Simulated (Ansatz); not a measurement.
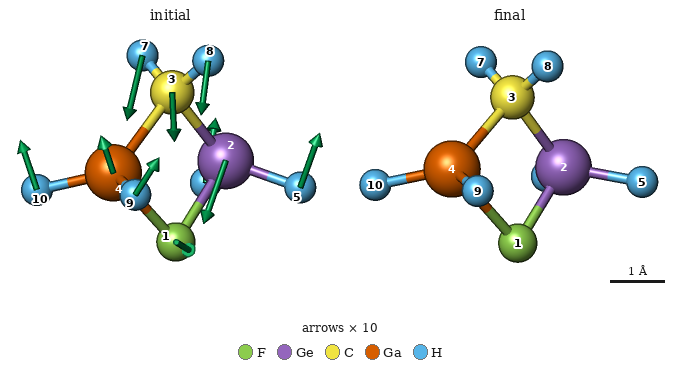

The structure of CH6FGaGe before (left) and after (right) a relaxation, at one scale. The green arrows give the displacements, magnified 10 times.

Style: ball-and-stick. Shown from a free direction.

The start comes from GFN2-xTB.

These are results of RKS PBE0-D4/def2-TZVP (Ansatz), not measurements.

The input:
```yaml
crystal:
  periodic: [false, false, false]
  atoms:
    - {symbol: F, position_ang: [-1.310680, 0.246260, 0.978960]}
    - {symbol: Ge, position_ang: [-0.524710, 1.205940, -0.564830]}
    - {symbol: C, position_ang: [0.881710, -0.130960, -0.732020]}
    - {symbol: Ga, position_ang: [0.187480, -1.226960, 0.921100]}
    - {symbol: H, position_ang: [-1.806230, 1.208080, -1.379960]}
    - {symbol: H, position_ang: [-0.366830, 2.525680, 0.168950]}
    - {symbol: H, position_ang: [1.869120, 0.327920, -0.644970]}
    - {symbol: H, position_ang: [0.828910, -0.626560, -1.704370]}
    - {symbol: H, position_ang: [-0.640990, -2.515250, 0.663180]}
    - {symbol: H, position_ang: [0.882210, -1.014160, 2.293960]}
basis:
  gaussian: {orbitals: def2-TZVP}
hamiltonian: {xc: pbe0, dispersion: d4}
relax: {f_tol: 0.005, max_steps: 150}
```

Launched with:
```bash
ansatz run in.yaml --threads 4 --pin off --events-out ev --progress --plain --max-ram 10444MiB
```

> Describe what moved and what it gained.

The energy falls by 6.12 kcal/mol in 6 geometry steps. Largest force component: 1.5 eV/Å at the start, 0.0045 eV/Å at the end. The largest move after the best rigid fit is that of Ge2, 0.13 Å. By element the largest moves are Ge 0.13 Å, H 0.13 Å, C 0.10 Å, Ga 0.08 Å, F 0.08 Å. Some distances before and after: F1–Ge2 1.980 → 1.822 Å, F1–Ga4 2.102 → 2.247 Å, C3–Ga4 2.101 → 2.026 Å, Ge2–C3 1.948 → 1.909 Å. Bond angles that change, for instance: F1–Ge2–H5 94.8° → 102.9°, C3–Ge2–H5 124.3° → 119.3°, F1–Ga4–C3 83.8° → 79.6°. Cost: 33 s on 4 threads of Arm Neoverse V1, on a shared host.
